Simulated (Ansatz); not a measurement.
Ge3

Input file:

```
crystal:
  periodic: [false, false, false]
  atoms:
    - {symbol: Ge, position_ang: [-0.378361, 0.571145, 1.499576]}
    - {symbol: Ge, position_ang: [-0.690323, -0.146028, -1.490030]}
    - {symbol: Ge, position_ang: [1.068684, -0.425118, -0.009546]}
basis:
  gaussian: {orbitals: def2-TZVP, initial_orbitals: start.molden}
hamiltonian: {xc: pbe0, dispersion: d4}
scf: {omitted_lower_state_checks: [starts]}
output: {orbitals: {seedname: orbitals}}
```

Run with:

```sh
ansatz run in.yaml --threads 2 --pin off --events-out ev --progress --plain --max-ram 4352MiB
```

Geometry: PBE-D4/def2-TZVP.

Level of theory: RKS PBE0-D4/def2-TZVP in Ansatz.

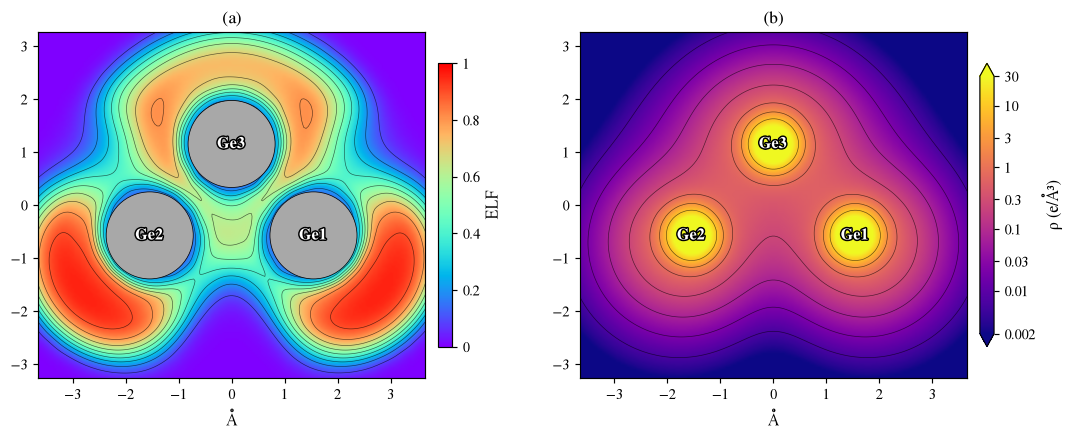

Figure 1. (a) ELF; (b) electron density on the molecular plane. Grey discs cover the atomic cores in the ELF map.

What does the map show?

The plane passes through Ge nuclei. Ge–Ge (2.32 Å): ρ at the midpoint is about 0.56 e/Å³; the ELF peaks at about 0.60 between the atoms.

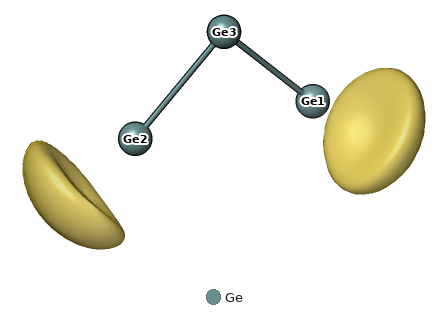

Figure 2. Isosurface of the ELF at 0.9 (yellow), seen at a tilt. Only the valence region is drawn (cores and ρ < 0.01 e/Å³ removed).

Where are the electrons localised?

The ELF exceeds this value in two lobes on Ge, pointing away from the bonds (lone pairs).

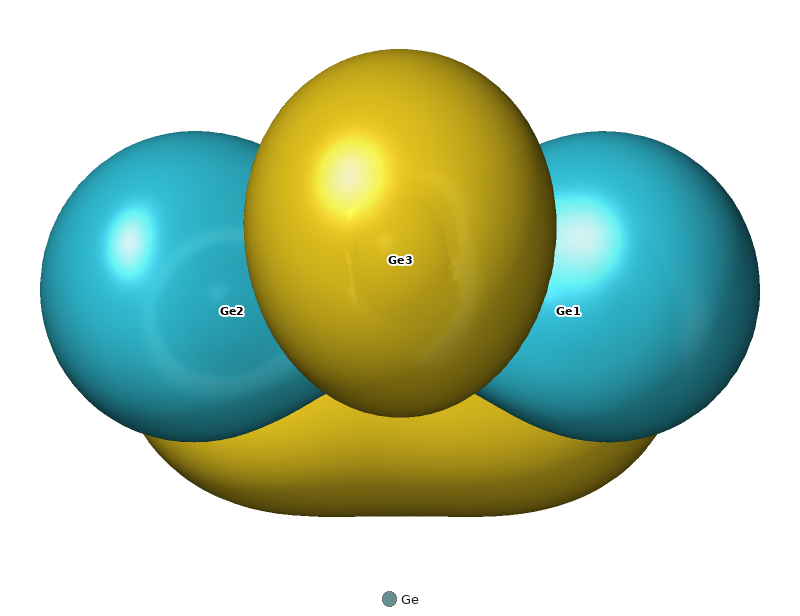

Figure 3. The LUMO at ±0.06 Å⁻³ᐟ² (yellow and cyan are the two phases), seen from one side.

Where does this orbital lie, and at what energy?

It lies mainly on Ge1 (about 35 %), Ge2 (about 35 %) and Ge3 (about 30 %); it is symmetric in the molecular plane (an in-plane orbital: σ, lone-pair or in-plane π type). Its energy is −3.39 eV.

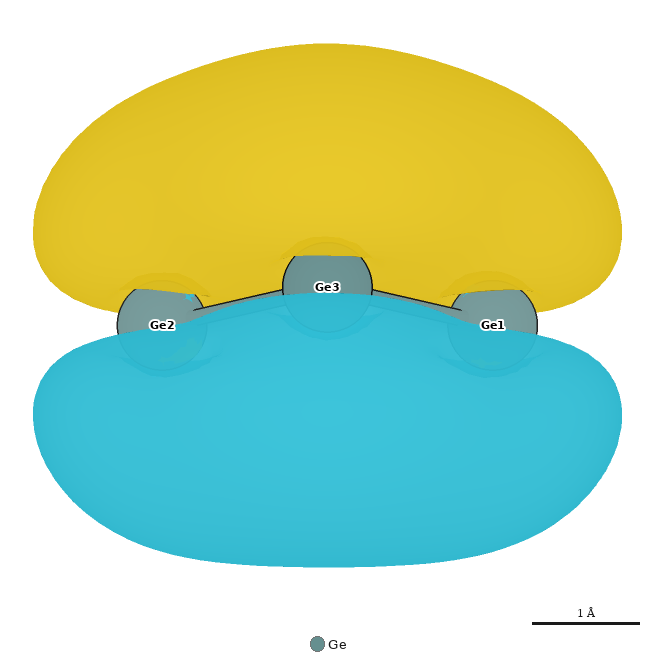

Figure 4. The HOMO−1 at ±0.06 Å⁻³ᐟ² (yellow and cyan are the two phases), seen from one side.

What is the character of this orbital?

It lies mainly on Ge3 (about 40 %), Ge1 (about 30 %) and Ge2 (about 30 %); it changes sign across the molecular plane (π type); π-bonding across Ge1–Ge3 and Ge2–Ge3. Its energy is −6.21 eV.
